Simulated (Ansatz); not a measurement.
# F3S (SMILES F[S+](F)F) (charge +1): what the fields show

```xyz
4

F     0.6230    0.1910    1.1678
S     0.4328   -0.0586   -0.3017
F    -0.5454   -1.1975   -0.2386
F    -0.5104    1.0650   -0.6274
```

Geometry: PBE0-D4/def2-TZVP.

Level of theory: isolated molecule in a Gaussian basis; Hartree-Fock in Ansatz.

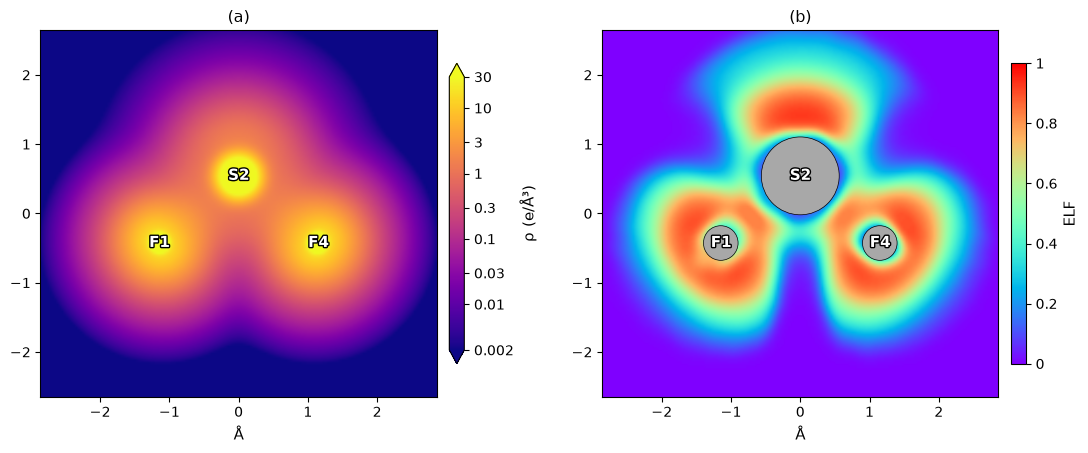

Figure 1. (a) total electron density; (b) ELF on the plane of atoms F1, S2 and F4. Grey discs cover the atomic cores in the ELF map.

> Describe what can be read from this map.

The section cuts through F and S sites. S–F (1.50 Å): ρ is about 1.9 e/Å³ halfway; the ELF peaks at about 0.85 between the atoms; a polar covalent bond. The ELF also peaks beside F1, F4 and S2, away from the bonds: lone-pair regions.

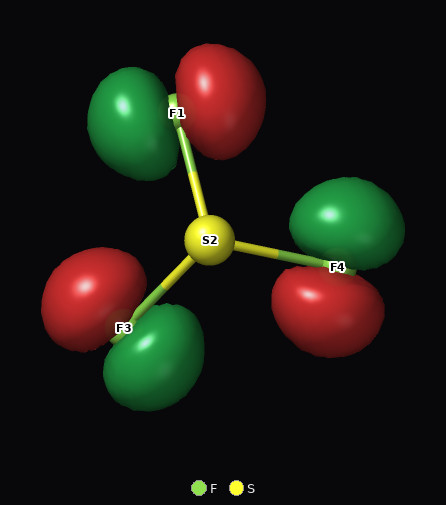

Figure 2. The HOMO−1 at ±0.2 Å⁻³ᐟ² (green and red are the two phases), seen at a tilt.

> Describe this orbital and give its energy.

Its weight (Hirshfeld) is mainly on F1 (about 30 %), F3 (about 30 %) and F4 (about 30 %); largely a combination of lone pairs on F1, F3 and F4. Its energy is −27.08 eV.
